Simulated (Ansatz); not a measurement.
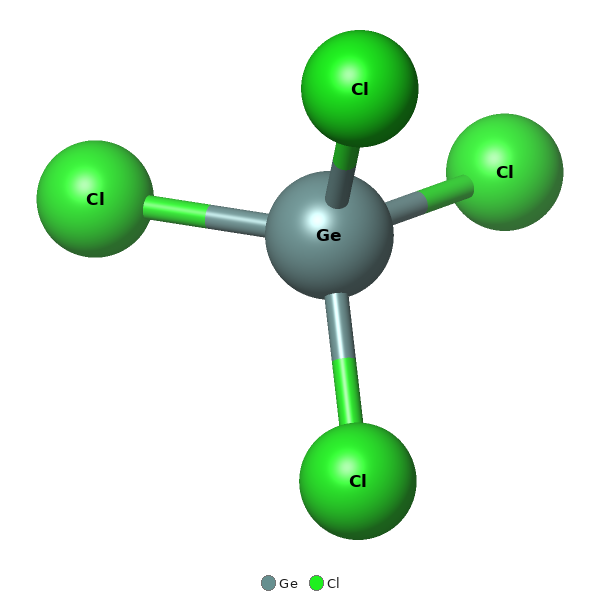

Rendered structure (ball-and-stick style). Every bond is drawn as one stick, whatever its order.

The geometry was computed by an optimisation with PBE0-D4/def2-TZVP.

**Count the atoms of each element.**

GeCl4, 5 atoms: 1 germanium and 4 chlorine.

**Count the bonded pairs by element.**

4 Cl–Ge. Sticks follow a distance rule.

**How many sets of symmetry-equivalent atoms are there?**

2: 1 Ge, 4 Cl.

**Give the symmetry (Schoenflies symbol).**

Td.

More results for the same structure follow; atom numbers are the same in all pictures, views and colours differ.

## Shape

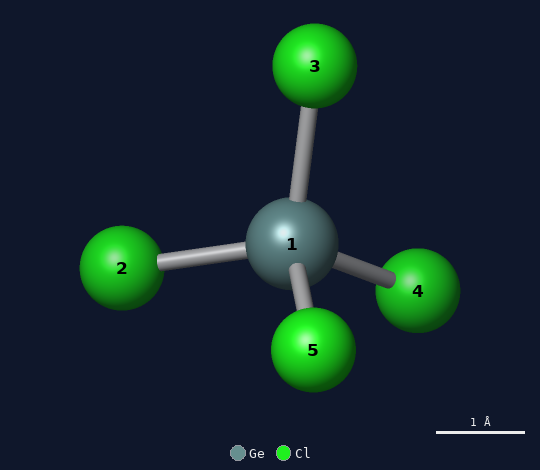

The atoms are numbered.

**How are the neighbours of atom 1 arranged?**

Ge1 has 4 neighbours (Cl2 at 2.12, Cl3 at 2.12, Cl4 at 2.12, Cl5 at 2.12 Å); the arrangement is tetrahedral.

## Vibrations

Harmonic vibrations computed with RKS PBE0-D4/def2-TZVP (Ansatz 0.2.0) at a stationary point of the same level.

**How many vibrational modes are there, and where do they lie?**

9 modes: 123, 123, 169, 169, 169, 398, 464, 464, 464 cm⁻¹.

## Electronic properties

Level of theory: RKS PBE0-D4/def2-TZVPP (Ansatz 0.2.0).

**Give the LUMO energy (Kohn–Sham orbital) at this level.**

−2.23 eV.

**Give the HOMO energy (Kohn–Sham orbital) at this level.**

−9.67 eV.

## Charges

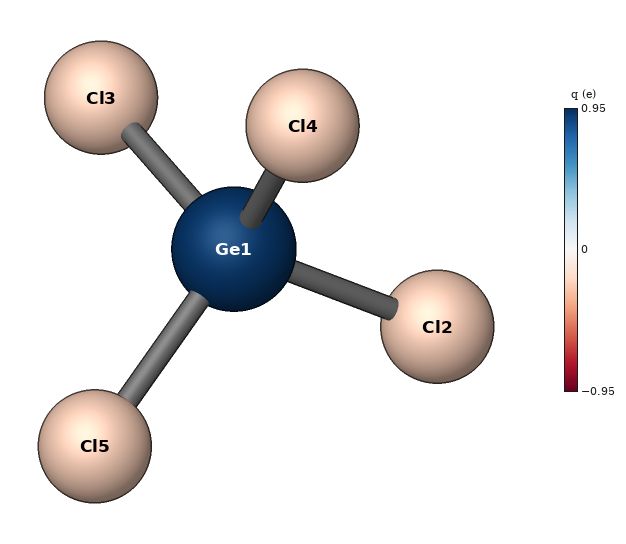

Atoms are coloured by their Mulliken charges. Properties computed with RKS PBE0-D4/def2-TZVP (Ansatz 0.2.0).

List the Mulliken charges.

```csv
atom,value (e)
Ge1,0.92
Cl2,−0.23
Cl3,−0.23
Cl4,−0.23
Cl5,−0.23
```

Mulliken values depend strongly on the basis set and can even reverse the polarity of a bond.
